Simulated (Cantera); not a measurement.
Charge: 1 mol MgCO₃, 1.8 mol CO₂, 0.02 mol H₂S, held at 1.00 bar.

Method: chemical equilibrium by Gibbs-energy minimisation in Cantera with the NASA 1993 tables (ideal gas, pure condensed phases). Candidate condensed phases: C, C₆H₆, C₇H₈, C₈H₁₈, H₂O, H₂SO₄, Mg, MgCO₃, MgO, Mg(OH)₂, MgS, MgSO₄, S; 130 gas species. Gases not in the tables: S₃ to S₇. Equilibrium is a limit: real reactors are often held back by kinetics, nucleation or transport.

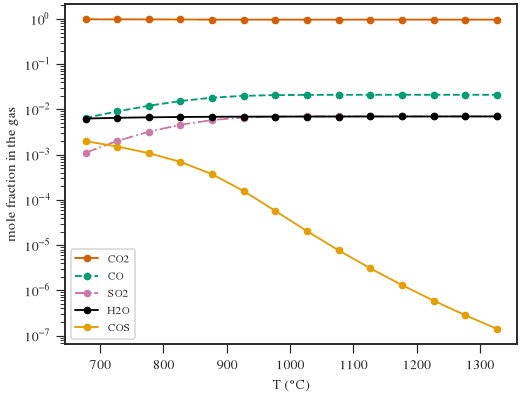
Figure: Equilibrium gas composition (values under 1e-9 drawn at 1e-9)

### Question
Read off the mole fractions at 977 °C.

### Answer
CO₂ about 0.97, CO about 0.021, H₂O about 0.0069, SO₂ about 0.0069, COS about 5.7e-5.
